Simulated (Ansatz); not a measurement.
```xyz
7

B    -0.4395   -0.8068    0.0029
Br   -1.3743   -0.0259    1.5745
H    -1.1385   -0.9380   -0.9621
H     0.2947   -1.7142    0.2761
H     1.5796    1.0252    0.5549
Se    0.9729    0.6358   -0.7276
H     0.1052    1.8238   -0.7188
```

The reactant side of a reaction path; geometry: PBE0-D4/def2-TZVP.

The calculation used RKS PBE0-D4/def2-TZVPP in Ansatz.

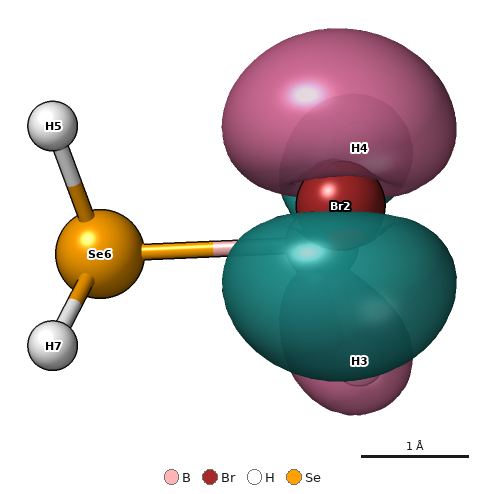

BBrH4Se. One frontier orbital at ±0.15 Å⁻³ᐟ² (teal and pink are the two phases), seen from one side.

Question: Which orbital is it: HOMO or LUMO?

Answer: The HOMO, at −7.29 eV. By Hirshfeld shares it lies mainly on Br2 (about 80 %) and B1 (about 10 %); largely a lone pair of Br2.
